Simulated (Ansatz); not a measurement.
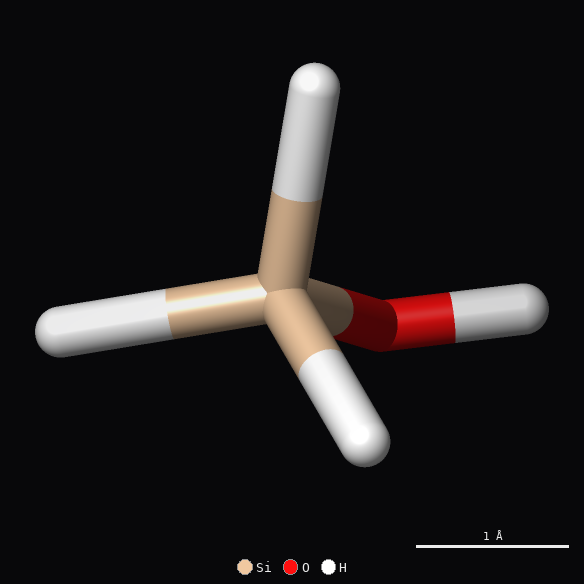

What does the picture show?

The molecule is H₄OSi. This geometry has Cs symmetry. Coordination: 1 Si tetrahedral; 1 O bent.

More results for the same structure follow; atom numbers are the same in all pictures, views and colours differ. Computed geometry: PBE0-D4/def2-TZVP optimisation.

Geometry

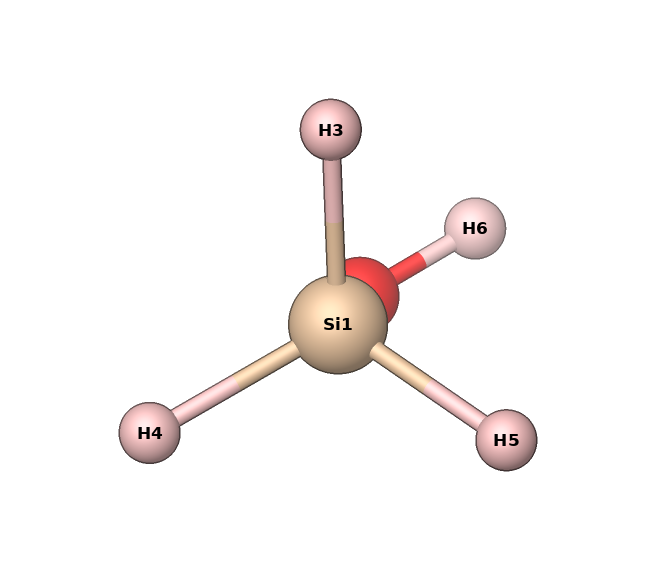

O2 lies behind Si1. The molecule seen nearly along the Si1–O2 bond, Si1 in front. Atoms fade into the background with distance from the viewer.

**What is the torsion angle H3–Si1–O2–H6? The sign is positive where the front bond must turn clockwise to cover the back bond.**

61°, synclinal (gauche).

Dipole moment

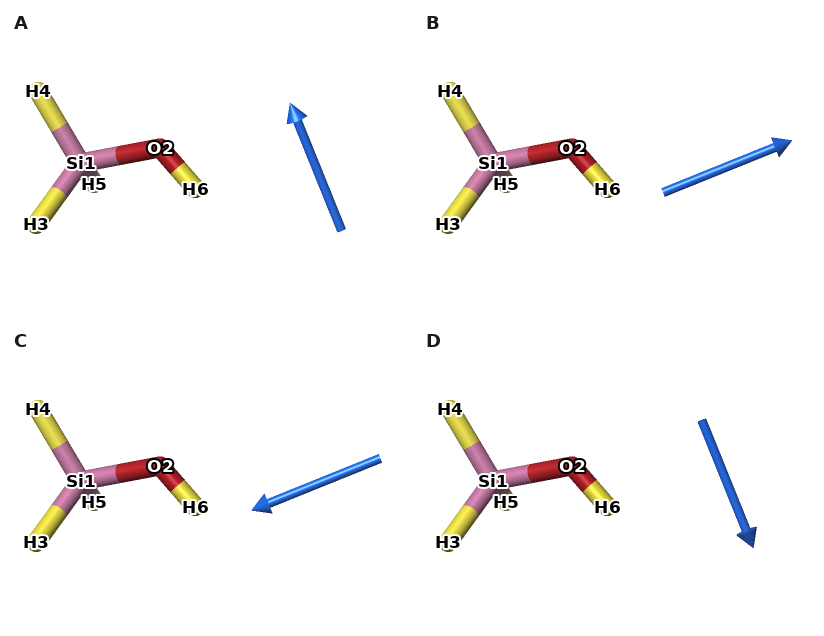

The same molecule four times, each with an arrow. Method: RKS PBE0-D4/def2-TZVP (Ansatz 0.2.0).

**Which arrow points along the dipole moment, from the negative to the positive end?**

D. The dipole moment is 1.36 D; it points from the side of H4 to the side of H6 (the outermost atoms at the two ends).

Vibrations

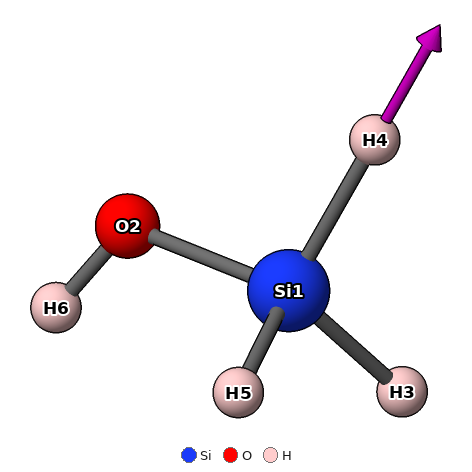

The arrows show one normal mode. Harmonic vibrations computed with RKS PBE0-D4/def2-TZVP (Ansatz 0.2.0) at a stationary point of the same level.

**What kind of motion is it?**

Mostly Si–H stretching.

**At what wavenumber does it lie?**

2261 cm⁻¹; it is mode 11 of 12 counted from the lowest.

Charges

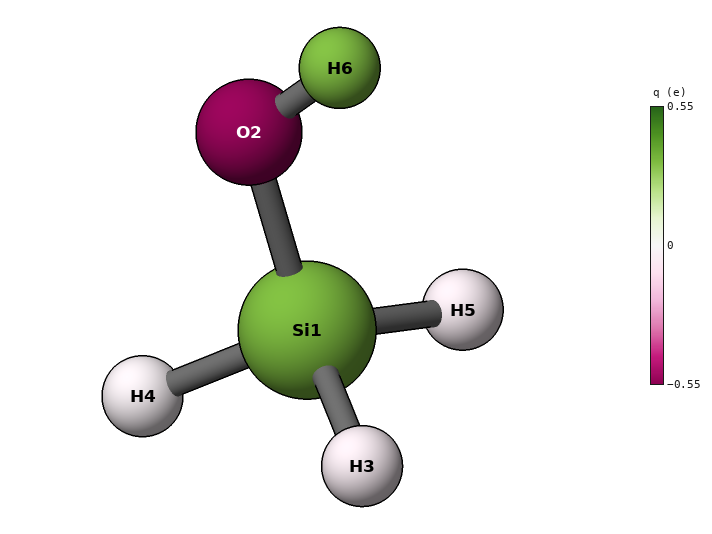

Atoms are coloured by their Mulliken charges. Properties computed with RKS PBE0-D4/def2-TZVP (Ansatz 0.2.0).

List the Mulliken charges.

```json
{"atom": "Si1", "value (e)": "0.33"}
{"atom": "O2", "value (e)": "−0.53"}
{"atom": "H3", "value (e)": "−0.05"}
{"atom": "H4", "value (e)": "−0.03"}
{"atom": "H5", "value (e)": "−0.05"}
{"atom": "H6", "value (e)": "0.32"}
```

Mulliken values depend strongly on the basis set and can even reverse the polarity of a bond.
